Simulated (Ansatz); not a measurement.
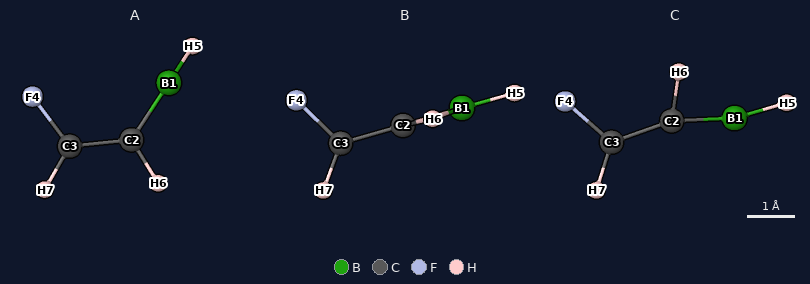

3 geometries from a converged minimum-energy path of C2H3BF (multiplicity 2), shuffled. The picture is a ball-and-stick view, seen face on.

All numbers below come from Ansatz, UKS PBE0/def2-SVP. Run with 7 movable images; climbing image; force threshold 0.03 eV/Å; iteration limit 60; starting path through a guess of the saddle point.

Q: Which frame is the top of the path?

A: B. In order along the path, whose images run from 0 to 8: C (image 2, +10.5 kcal/mol), B (image 4, +18.6 kcal/mol), A (image 8, +2.8 kcal/mol). The motion is an edge inversion through a T-shaped arrangement: the angle B1–C2–C3 opens from 119° to 173° on the way. No bond forms or breaks between the ends. Bond angles that change up to the highest image, for instance: B1–C2–H6 124.5° → 69.1°, B1–C2–C3 118.5° → 173.5°.

Cost: 3.3 min on 2 threads of Intel(R) Xeon(R) Platinum 8488C (Sapphire Rapids), with other jobs on the host, peak memory 0.19 GiB.
